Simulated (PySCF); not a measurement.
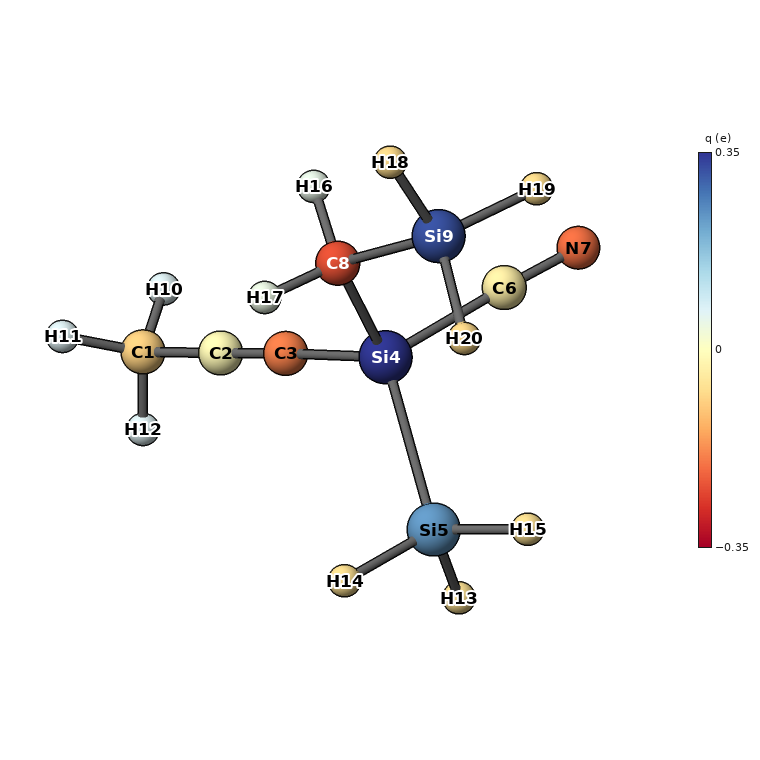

Atoms are coloured by their Hirshfeld charges. The geometry was computed by an optimisation with GFN2-xTB. No frequency run is at hand to confirm it as a minimum. Method: PBE0/pcSseg-1, gas phase (PySCF 2.14.0).

List the Hirshfeld charges.

```
atom  value (e)
  C1      −0.09
  C2      −0.01
  C3      −0.19
 Si4       0.35
 Si5       0.23
  C6      −0.03
  N7      −0.20
  C8      −0.24
 Si9       0.31
 H10       0.07
 H11       0.07
 H12       0.07
 H13      −0.06
 H14      −0.07
 H15      −0.06
 H16       0.05
 H17       0.05
 H18      −0.07
 H19      −0.07
 H20      −0.08
```

The geometry is semi-empirical. Around Si such bond lengths and angles can be off by a tenth of an ångström or more and by several degrees, and values that hang on the shape move with them.
